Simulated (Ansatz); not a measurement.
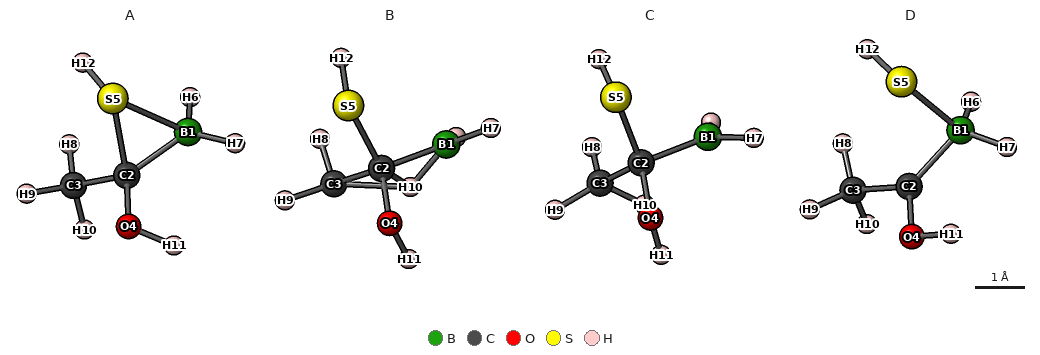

4 geometries from one relaxation of C$_{2}$H$_{7}$BOS, in shuffled order. Style: ball-and-stick. Shown face on.

The run prepares an end point of a later path (hydrogen shift) calculation, from a guessed geometry.

The calculation used RKS BHLYP/6-31G* (Ansatz 0.2.0). Settings: no spin polarisation; force threshold 0.02 eV/Å; at most 50 steps.

> Order the frames from highest to lowest energy.

B, C, A, D. They are steps 0, 5, 11, 27, at +8.300 eV, +1.857 eV, +0.320 eV relative to the last. The largest move after the best rigid fit is that of H10, 1.91 Å. By element the largest moves are H 1.91 Å, S 0.85 Å, C 0.51 Å, B 0.50 Å, O 0.44 Å. Among the contacts that change: B1–H10 1.170 → 3.274 Å, C2–H10 1.110 → 2.078 Å, B1–S5 2.754 → 1.969 Å, C2–S5 1.828 → 2.510 Å. New bonds form: B1–S5 (2.75 → 1.97 Å). Bonds break: B1–H10 (1.17 → 3.27 Å), C2–S5 (1.83 → 2.51 Å). Among the angles between lasting bonds that change: B1–C2–C3 109.6° → 126.9°, C2–B1–H7 120.3° → 110.9°, C2–B1–H6 124.8° → 115.6°. The energy falls by 8.300 eV in 24 accepted moves (27 points after the start). Largest force component: 5.6 eV/Å at the start, 0.014 eV/Å at the end. The line search rejected the trial steps at points 13, 18, 26 of the run.
